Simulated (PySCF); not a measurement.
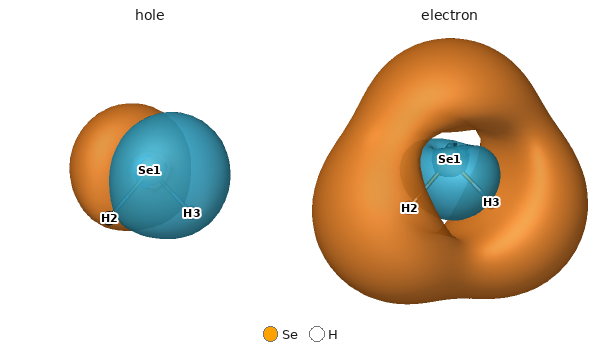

*H₂Se, SMILES `[SeH2]`. Leading natural transition orbital pair of S₂ (TDA singlet states); the surfaces enclose about 85 % of each orbital's density.*

Method: ωB97X/6-311G**; geometry: GFN2-xTB; program: PySCF. No frequency check shows the geometry to be a minimum. GFN2-xTB bond lengths at metals and heavier atoms can be off by up to 0.1 Å and shapes distorted, which carries into these values. Without diffuse functions Rydberg states are missing, so the states' numbers hold for this basis only.

The calculation's input:

```python
import numpy as np
from pyscf import gto, scf, dft, tdscf
from pyscf.scf import atom_ks, atom_hf
from scipy.linalg import block_diag

def solve(mol, dm0=None, hcore=None):
    mf = (dft.UKS if mol.spin else dft.RKS)(mol, xc='wb97x')
    mf.grids.level = 3
    mf = mf.density_fit(auxbasis='def2-universal-jkfit')
    mf.conv_tol, mf.max_cycle = 1e-8, 80
    if hcore is not None:
        mf.get_hcore = lambda *args: hcore
    mf.kernel(dm0)
    if not mf.converged:
        mf = mf.newton().run(mf.mo_coeff, mf.mo_occ, max_cycle=30)
    assert mf.converged, 'SCF not converged'
    return mf

mol = gto.M(atom='''
Se     0.00001    -0.05580     0.00000
H      1.02826     0.94872     0.00000
H     -1.02849     0.94848     0.00000
''', basis='6-311g**', charge=0, spin=0, verbose=4)
mf = solve(mol)
td = mf.TDA()
td.nstates, td.singlet, td.conv_tol = 5, True, 1e-5
td.kernel()
td.analyze()
x, y = np.array([p[0] for p in td.xy]), np.array([p[1] + 0 * p[0] for p in td.xy])
f, mu = td.oscillator_strength(), td.transition_dipole()
nto = [td.get_nto(state=i + 1, verbose=4) for i in range(len(td.e))]
# spherically averaged free atoms, for the promolecule
atm = atom_ks.get_atm_nrks(mol, xc='wb97x')
pro = block_diag(*[(atm[a[0]][2] * atm[a[0]][3]) @ atm[a[0]][2].T for a in mol._atom])
np.savez('result.npz', e=td.e, f=f, ok=td.converged, w=[n[0] for n in nto], nto=[n[1] for n in nto], x=x, y=y, c=mf.mo_coeff, occ=mf.mo_occ, eps=mf.mo_energy, pro=pro, mu=mu)
```

Command:

```sh
OMP_NUM_THREADS=1 python input.py
```

The run took 17 s on 1 thread of Intel(R) Xeon(R) Platinum 8488C (Sapphire Rapids), with other jobs on the host, peak memory 0.26 GiB.

Give its energy and the atoms that hole and electron lie on.

6.44 eV (192 nm), f = 0.010, partly diffuse acceptor orbital, which a basis without diffuse functions describes poorly; the leading pair carries 100 %; hole on Se1 (91 %), electron on Se1 (50 %) and H2 and H3 (25 % each) (atom shares of so diffuse an orbital are rough); their centroids lie 0.6 Å apart. In canonical orbitals it is mainly HOMO → LUMO+1 (99 %). The HOMO–LUMO gap is 11.85 eV.
